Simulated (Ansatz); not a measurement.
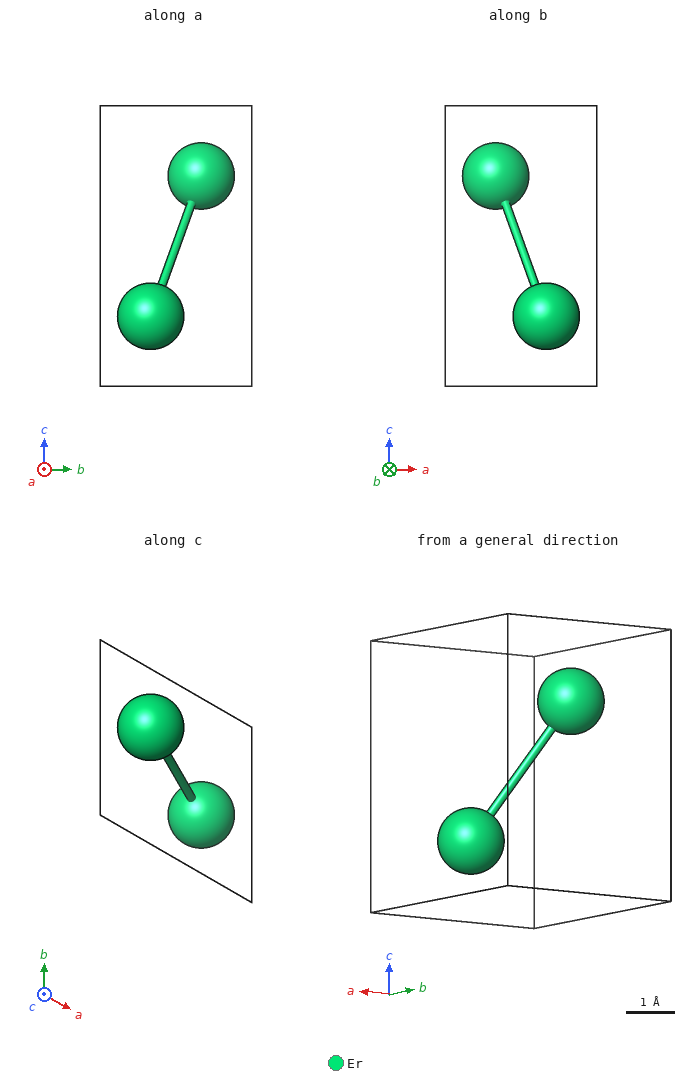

Crystal structure, ball-and-stick style, seen along the a axis, along the b axis, along the c axis and from a general direction. The lines enclose the conventional unit cell; boundary atoms appear with their images.

Bonding distances used: Er–Er up to 4.07 Å (cut-off distances).

> How many atoms count towards one cell?

2 (erbium), counting shared atoms by their share.

> What kind of lattice is this?

Primitive hexagonal.

> Name the structure type.

Hexagonal close-packed (Mg type).

The structure comes from the standard structure of this element. Earlier steps of the study may have refined or changed the cell and positions. It was set up as input for a calculation with Ansatz.
